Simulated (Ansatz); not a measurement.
```xyz
6

C    -1.5889    2.0144    2.6065
Ga   -1.4656    2.6412   -0.5860
N    -1.4871    2.3593    1.2575
H    -0.6180    1.7835    3.0912
H    -2.1855    1.0784    2.6773
H    -2.1311    2.7582    3.2260
```

Geometry: PBE0-D3(BJ)/def2-SVP.

All numbers below come from Ansatz, isolated molecule in a Gaussian basis; Kohn-Sham density functional theory, functional PBE0.

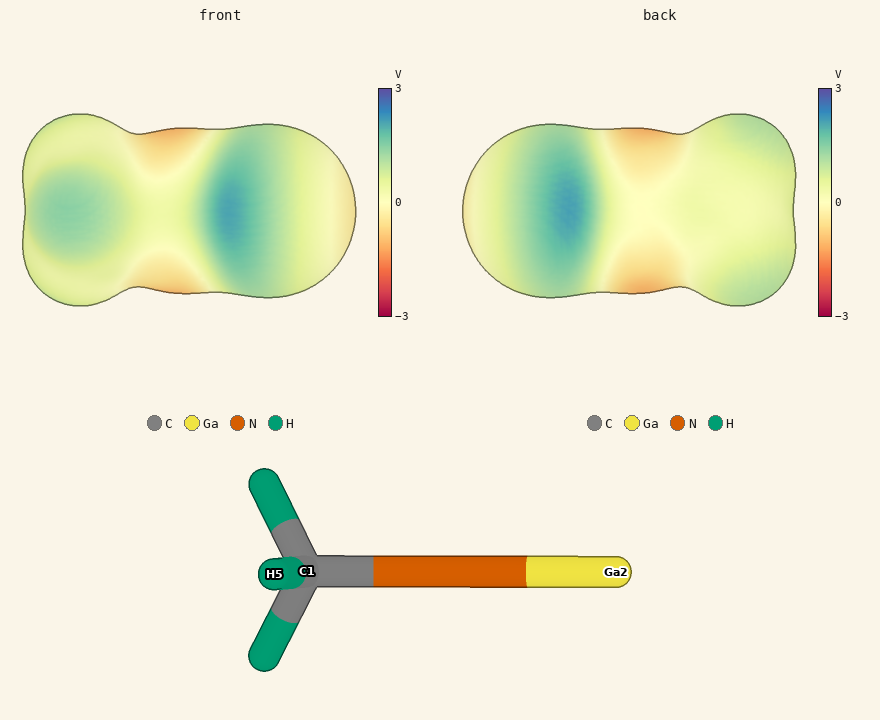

CH$_{3}$GaN (SMILES C[N][Ga]) (doublet). The electrostatic potential painted on the density surface at 0.004 e/bohr³, seen from the front and from behind; the colour scale runs from red (negative) to blue (positive). The bare structure is drawn below in the same view.

Where is the surface potential most negative and most positive?

The most negative region (about −1.1 V) lies over N3, the most positive (about +2.1 V) over Ga2. N3 is the likeliest acceptor of a hydrogen bond.

How polar is the molecule by this calculation?

Its dipole moment is 1.00 D.
